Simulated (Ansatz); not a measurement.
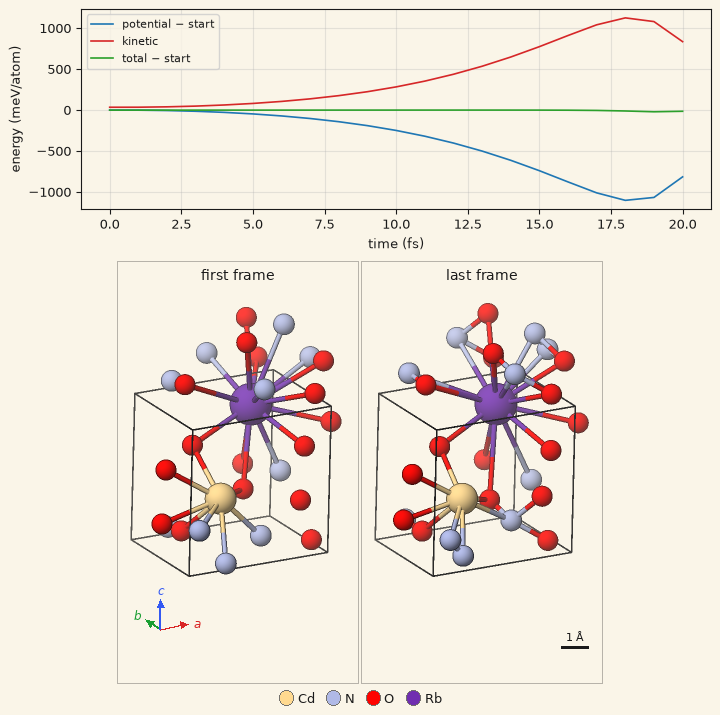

First-principles dynamics of an amorphous cell of composition RbCdN3O6 (11 atoms in the cell), 20 fs long. A ball-and-stick model of the simulation cell, seen slightly off an axis. Bonds to atoms that aren't drawn are left out.

Level of theory: Ansatz, DFT, PAW plane waves, PBE. Settings: plane-wave cutoff 420 eV; k-point mesh 3 × 3 × 3; Fermi-Dirac smearing 0.1 eV; constant energy (NVE); velocities drawn for 300 K; time step 1 fs.

The input:
```yaml
crystal:
  lattice:
    - [5.613574, -0.037995, 0.46719]
    - [0.096927, 5.508816, 0.180326]
    - [-0.1866, -0.532931, 5.711395]
  atoms:
    - { symbol: Cd, position: [0.278759, 0.149304, 0.447743] }
    - { symbol: "N", position: [0.959588, 0.745519, 0.380655] }
    - { symbol: "N", position: [0.604327, 0.214555, 0.125679] }
    - { symbol: "N", position: [0.201684, 0.852429, 0.091104] }
    - { symbol: O, position: [0.587018, 0.495556, 0.37831] }
    - { symbol: O, position: [0.835164, 0.096555, 0.360355] }
    - { symbol: O, position: [0.96405, 0.197279, 0.043672] }
    - { symbol: O, position: [0.143989, 0.489383, 0.164689] }
    - { symbol: O, position: [0.890691, 0.182342, 0.699092] }
    - { symbol: O, position: [0.225005, 0.526247, 0.727991] }
    - { symbol: Rb, position: [0.714272, 0.697598, 0.886139] }
kpoints:
  mp_grid: { grid: [3, 3, 3] }
magnetization:
  spin_polarized: false
scf:
  occupations: { method: fermi_dirac, width: 0.1 }
  mixing: { algorithm: msr1, beta: 0.7, ndim: 8 }
hamiltonian:
  pseudopotentials: { kind: paw }
  xc: pbe
basis:
  ecutwfc: 420
md:
  timestep: 1.0
  n_steps: 20
  ensemble: nve
  temperature: 300.0
  initial_velocities: maxwell_boltzmann
  seed: 900653
```

Command:
```bash
ansatz run input.yaml --threads 2 --pin off --max-ram 2560MiB --backend cpu --events-out ev --progress --plain --runs-dir out
```

**How well is the energy conserved, and can the run be trusted?**

The total energy moves between −20 and 0.6 meV per atom from its start, in jumps that begin near 16 fs. That is too much for reliable dynamics. The mean temperature in the second half is 6213 K (standard deviation 2426 K). It is well above the start because potential energy is released as heat. The potential energy is still drifting at the end, so the run hasn't reached equilibrium. The potential energy in the second half lies on average 699 meV per atom below the first frame.

Limits of the set-up: the periodic images lie only 5.5 Å apart, so the values are limited by the cell's size.
